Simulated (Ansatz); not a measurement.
BaZrO$_{3}$ (cubic perovskite)

```xyz
5
Lattice="4.2051 0.0000 0.0000 0.0000 4.2051 0.0000 0.0000 0.0000 4.2051" Properties=species:S:1:pos:R:3 pbc="T T T"
Ba     0.0000     0.0000     0.0000
Zr     2.1025     2.1025     2.1025
O      2.1025     0.0000     2.1025
O      0.0000     2.1025     2.1025
O      2.1025     2.1025     0.0000
```

This relaxed cell (volume V₀) is scaled evenly in all directions, its shape held. Symmetry pins the atoms to their sites.

Method: r2SCAN (plane waves to 500 eV, PAW, scalar-relativistic; Ansatz, a program for electronic structure). k mesh 8×8×8 (Γ-centred), Fermi-Dirac smearing 0.05 eV. E stands for the smeared free energy. BaZrO3 is run without spin polarisation. BaZrO3 was relaxed with its symmetry unable to fall. ΔE is measured from the relaxed starting cell.

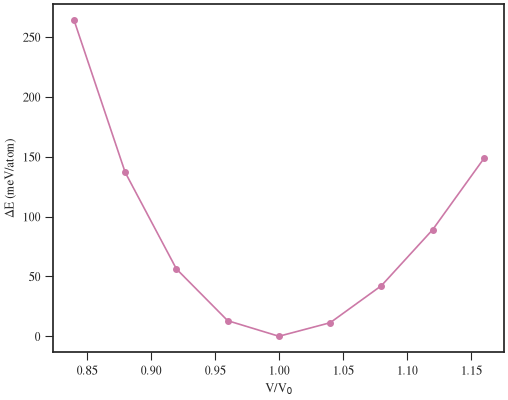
*ΔE (meV/atom) against V/V₀; computed points joined by lines.*

Task: What is ΔE at V/V₀ = 0.840?

Result: About 260 meV/atom.

Task: What is ΔE at V/V₀ = 1.160?

Result: About 150 meV/atom.

Task: What bulk modulus B₀ follows from a third-order Birch-Murnaghan fit?

Result: About 160 GPa.

(A scan under strain: stresses follow from slopes of the energy per volume, elastic moduli from its curvatures.)
